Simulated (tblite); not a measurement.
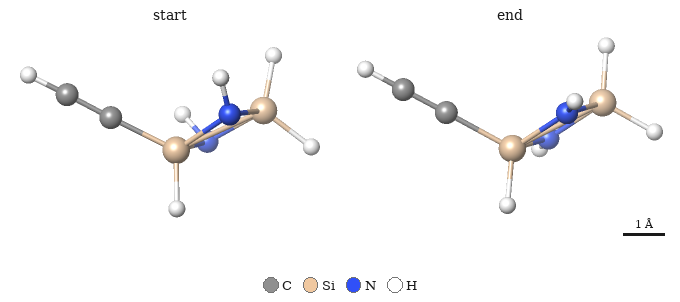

The structure of C2H6N2Si2 before (left) and after (right) a relaxation, at one scale.

The picture is a ball-and-stick view, seen at a tilt.

Computed with GFN2-xTB geometry optimisation, gas phase (tblite 0.8.0). 

### Summarise the run.

The atom that moves furthest after the best rigid fit is an H atom (0.98 Å). Largest moves by element: H 0.98 Å, Si 0.20 Å, N 0.18 Å, C 0.17 Å. Some distances before and after: Si–Si 2.481 → 2.607 Å, N–Si 1.814 → 1.741 Å, H–N 1.071 → 1.002 Å, C–Si 1.794 → 1.851 Å. Bond angles that change, for instance: Si–N–H 108.4° → 131.5°, Si–N–H 115.1° → 131.5°, Si–N–H 116.2° → 131.6°. The energy falls by 0.679 eV in 70 geometry steps.
